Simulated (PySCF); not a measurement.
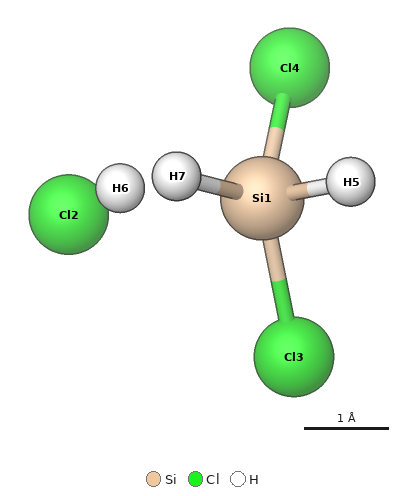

The structure as given in the input (ball-and-stick view, seen on its broad side; atoms are numbered from 1 in the order of the input). Bond lengths as drawn: Cl–Si 2.03 Å and H–Si 1.48 to 1.68 Å.

**SiH$_{3}$Cl$_{3}$: a changed input and its effect**

System: SiH$_{3}$Cl$_{3}$.
Method of run A: RKS r2SCAN-D4/def2-TZVPP, density fitting (PySCF 2.14.0).

The geometry comes from this level: PBE0-D4/def2-TZVP. Text and figures count atoms from 1; the logs count them from 0 in places.

**The input, run A**
```python
import json, numpy as np
from pyscf import gto, scf, dft, mp, cc
EV, BOHR = 27.211386245988, 0.529177210903
mol = gto.M(atom="""
Si -0.425564 0.085943 -0.184697
Cl 1.291309 -1.308493 0.918367
Cl -0.549197 -1.255627 -1.702332
Cl -1.624590 -0.074283 1.443111
H -0.962690 1.302643 -0.832975
H 1.309381 0.233042 0.379536
H 0.961352 1.016775 -0.021010
""", basis="def2-tzvpp", charge=0, spin=0, max_memory=8670, verbose=0)
def mean_field(mol, dm=None):
    mf = dft.RKS(mol, xc="r2scan").density_fit()
    mf.conv_tol = 1e-9; mf.grids.level = 4
    mf.kernel(dm0=dm)
    if not mf.converged: mf = mf.newton().run(mf.mo_coeff, mf.mo_occ)
    assert mf.converged
    return mf
def d4(mol):
    from pyscf.dispersion.dftd4 import DFTD4Dispersion
    real = gto.M(atom=[(mol.atom_pure_symbol(i), mol.atom_coord(i)) for i in range(7)], unit='B', charge=mol.charge, spin=None, basis='def2-svp', verbose=0)
    r = DFTD4Dispersion(real, xc="r2scan", atm=True).get_dispersion(grad=True); return r["energy"], r["gradient"]
def energy_and_gradient(mol, dm=None):
    mf = mean_field(mol, dm); e, g = d4(mol)
    return mf, (mf.e_tot + e) * EV, (mf.nuc_grad_method().kernel()[:7] + g) * EV / BOHR
out = {}
mf = mean_field(mol); e = d4(mol)[0]
out.update(energy=(mf.e_tot + e) * EV, converged=True, dispersion=e * EV)
out['s2'] = mf.spin_square()[0]; out['nelec'] = mol.nelec
print(f"Total energy {out['energy']:.6f} eV, <S^2> {out['s2']:.4f}")
json.dump(out, open("out.json", "w"), default=float)
```

Command:
```bash
OMP_NUM_THREADS=4 python run.py
```

Hardware: 4 threads of Intel Xeon @ 2.50GHz, 180 GiB of memory available, shared host.

**Output (run A)**
```
Total energy -45494.005064 eV, <S^2> 0.0000
```

For run B the input was changed thus:
```diff
-Si -0.425564 0.085943 -0.184697
-Cl 1.291309 -1.308493 0.918367
-Cl -0.549197 -1.255627 -1.702332
-Cl -1.624590 -0.074283 1.443111
-H -0.962690 1.302643 -0.832975
-H 1.309381 0.233042 0.379536
-H 0.961352 1.016775 -0.021010
+Si -0.762685 0.673760 -0.404420
+Cl 1.997008 -1.339721 1.656582
+Cl 0.503158 -0.375296 -1.637284
+Cl -1.982914 -0.620372 0.582829
+H -1.582814 1.553176 -1.259351
+H 1.729570 -1.315877 0.400924
+H 0.059818 1.408821 0.572598
```

What does this change do to the results?

With the same method and basis, run B lies 37.8 kcal/mol lower.

**Output (run B)**
```
Total energy -45495.643421 eV, <S^2> 0.0000
```

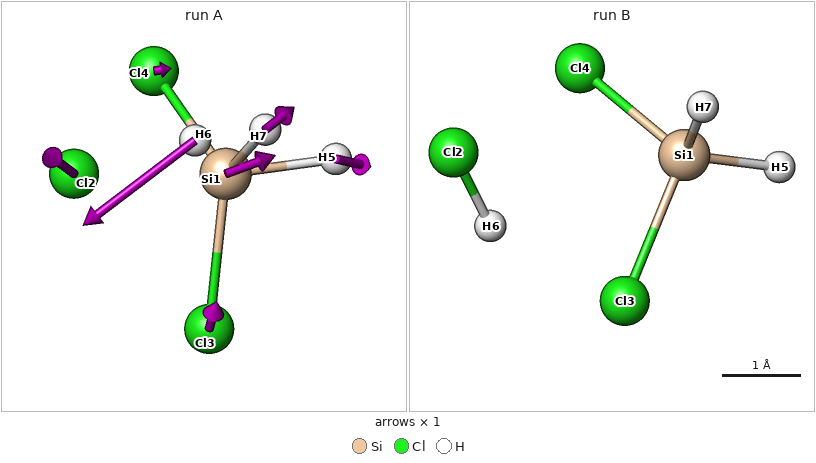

The two input geometries at one scale (ball-and-stick view, seen at a tilt). The pink arrows on the first give the shifts of the atoms after the best rigid fit, at true length. The largest move after the best rigid fit is that of H6, 1.82 Å. Largest moves by element: H 1.82 Å, Cl 1.04 Å, Si 0.73 Å. Among the contacts that change: Cl2–H6 1.633 → 1.284 Å, Si1–H7 1.678 → 1.474 Å, Si1–Cl3 2.029 → 2.055 Å, Si1–Cl4 2.028 → 2.034 Å.

**The two runs side by side**

| quantity | run A | run B |
| --- | --- | --- |
| outcome | converged | converged |
| total energy (hartree) | −1671.873849 | −1671.934058 |
| basis functions | 210 | 210 |
| wall time (shared host) | 34 s | 32 s |
